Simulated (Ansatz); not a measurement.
**ClGaH3N···AlH3O: density, localisation and related maps**

Input

```
crystal:
  periodic: [false, false, false]
  atoms:
    - { symbol: Ga, position_ang: [0.0, 0.0, 0.0] }
    - { symbol: "N", position_ang: [0.0, 0.0, 2.28] }
    - { symbol: H, position_ang: [-0.877, -0.2713, 2.81] }
    - { symbol: H, position_ang: [0.877, 0.2713, 2.81] }
    - { symbol: Cl, position_ang: [1.9398, 0.0, -1.12] }
    - { symbol: H, position_ang: [-1.3596, 0.0, -0.785] }
    - { symbol: O, position_ang: [0.4396, -1.9341, 0.659] }
    - { symbol: Al, position_ang: [-0.4235, -3.4061, 0.1525] }
    - { symbol: H, position_ang: [0.3797, -4.6756, -0.268] }
    - { symbol: H, position_ang: [-1.9832, -3.4267, 0.1292] }
    - { symbol: H, position_ang: [0.2823, -1.2421, 1.8185] }
basis:
  gaussian: { orbitals: def2-SVP }
hamiltonian:
  xc: pbe
  dispersion: d4
relax:
  f_tol: 0.15
  max_steps: 25
  restrain:
    - { distance: [0, 6], at: 2.99, k: 30.0 }
    - { distance: [10, 1], at: 2.26, k: 30.0 }
    - { distance: [0, 1], at: 1.93, k: 30.0 }
    - { distance: [10, 6], at: 1.01, k: 30.0 }
output:
  orbitals: {}
```

Run with:

```sh
ansatz run input.yaml --threads 4 --pin off --max-ram 5120MiB --backend cpu --events-out ev --progress --plain --runs-dir out
```

The fields are those of the run's last geometry, not of the input's.

Not at a stationary point (largest force 1.0 eV/Å).

These are results of RKS PBE-D4/def2-SVP in Ansatz, not measurements.

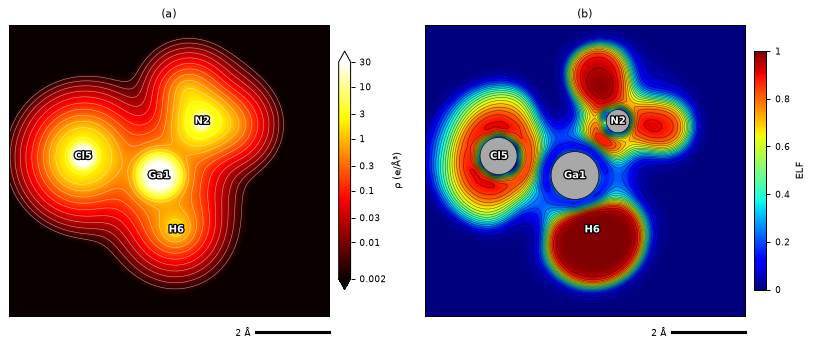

Figure 1. (a) total electron density; (b) ELF on the plane of atoms N2, Ga1 and Cl5. Grey discs cover the atomic cores in the ELF map.

Q: Describe what can be read from this map.

A: The section cuts through Ga, N, Cl and H sites. Ga–N (1.90 Å): the density is about 0.77 e/Å³ at the midpoint; the ELF peaks at about 0.90 in the valence shell of N, 0.7 Å from its nucleus, and is about 0.30 at the midpoint. Ga–Cl (2.17 Å): ρ at the midpoint is about 0.66 e/Å³; the ELF peaks at about 0.85 in the valence shell of Cl, 0.8 Å from its nucleus, and is about 0.55 at the midpoint. Ga–H (1.56 Å): ρ is about 0.98 e/Å³ halfway; the ELF climbs to about 1 towards the hydrogen. The ELF also peaks beside Cl5, away from the bonds: lone-pair regions.

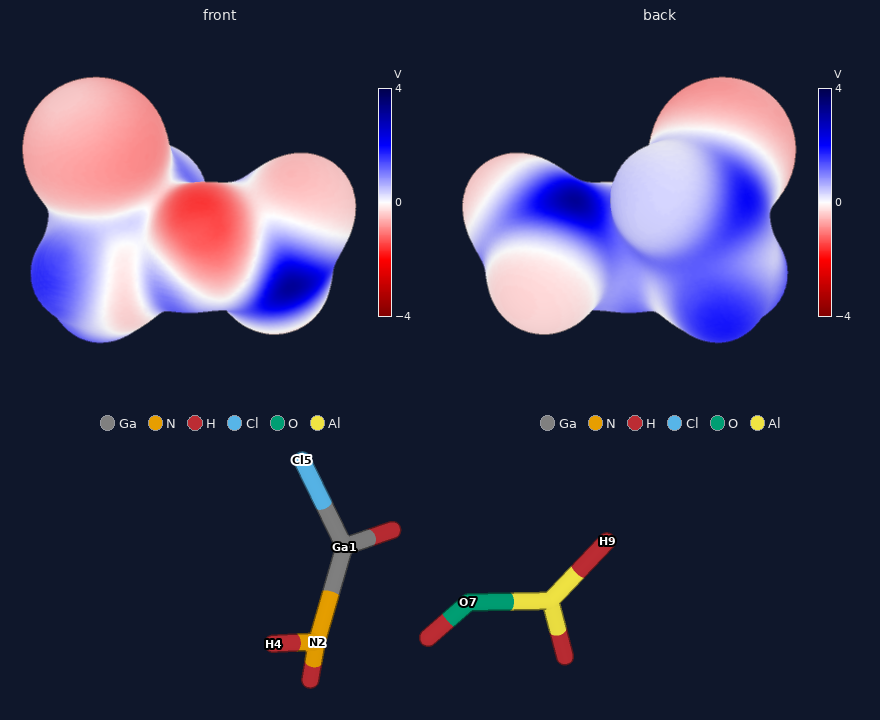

Figure 2. The electrostatic potential painted on the density surface at 0.002 e/bohr³, seen from the front and from behind; red is negative and blue positive. The bare structure is drawn below in the same view.

Q: Describe the electrostatic potential map.

A: The most negative region (about −1.5 V) lies over O7, the most positive (about +2.9 V) over Al8. O7 is the likeliest acceptor of a hydrogen bond.

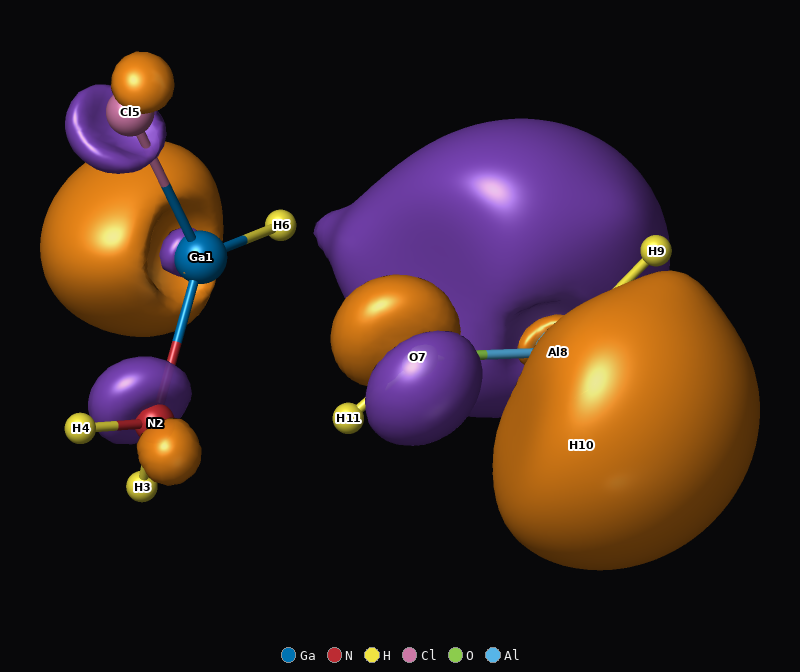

Figure 3. One frontier orbital at ±0.08 Å⁻³ᐟ² (orange and purple are the two phases), seen across its widest extent.

Q: Which orbital is it: HOMO or LUMO?

A: The LUMO, at −1.84 eV. Its weight (Hirshfeld) is mainly on Al8 (about 65 %), Ga1 (about 10 %) and O7 (about 10 %).
